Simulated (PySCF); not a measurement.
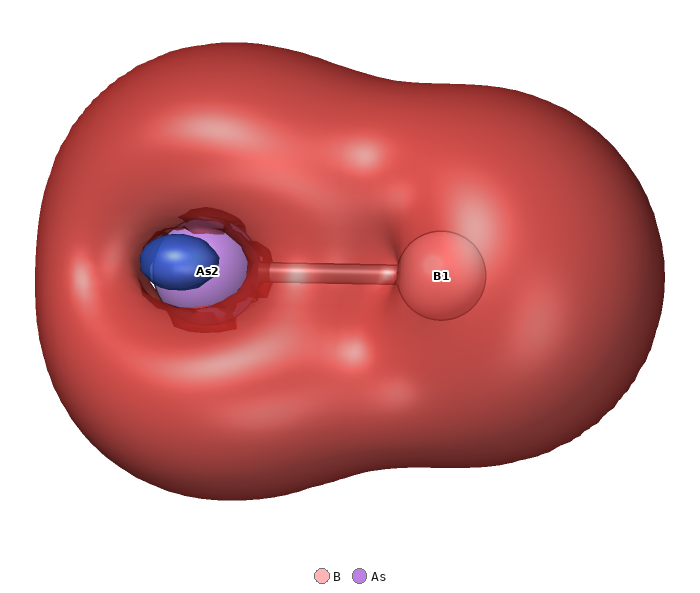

BAs (triplet). Isosurfaces of the spin density at +0.02 (red) and −0.02 e/Å³ (blue), seen from one side.

The calculation used PBE0/x2c-SVPall, spin-free X2C-1e, Gaussian nucleus, at a bond length of 1.847 Å in PySCF.

```xyz
2

B     0.0000    0.0000   -1.6104
As    0.0000    0.0000    0.2366
```

Question: Where is the unpaired spin?

Answer: The unpaired spin (2 electrons) lies mostly on B1 (about 1.2) and As2 (about 0.8), in electrons by Hirshfeld's partition.
